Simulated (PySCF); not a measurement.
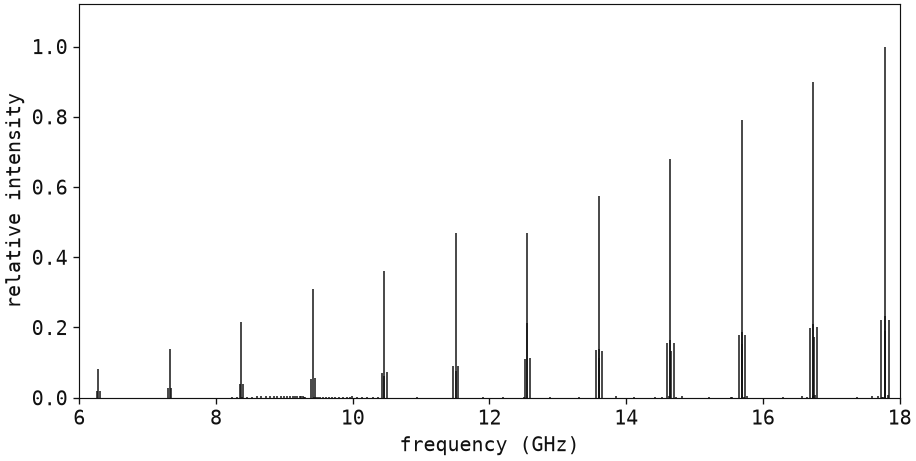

Simulated rotational absorption lines between 6 and 18 GHz at 10 K: rigid rotor with the equilibrium constants and dipole of one optimised conformer (PBE0-D3(BJ)/def2-SVP, PySCF 2.14.0), commonest isotopes; no centrifugal distortion, hyperfine structure, internal rotation or nuclear-spin weights; lines within 1 MHz of each other are summed.

Which molecule gives this spectrum?
A. C₈H₁₆ (1-octene), SMILES C=CCCCCCC
B. C₉H₉N, SMILES C=C=C(C)c1ccncc1
C. C₃H₅BrOS, SMILES C=C(Br)[S@](C)=O
D. C₂H₆GeSi, SMILES [SiH3]C#[C][GeH3], singlet

Option A. Rotational constants A, B, C = 9.863, 0.5265, 0.5198 GHz, |μa|, |μb|, |μc| = 0.42, 0.09, 0.12 D.

Caveats: coarse grid, loose stop and no frequency check, small forces are noise and the end may be a saddle.
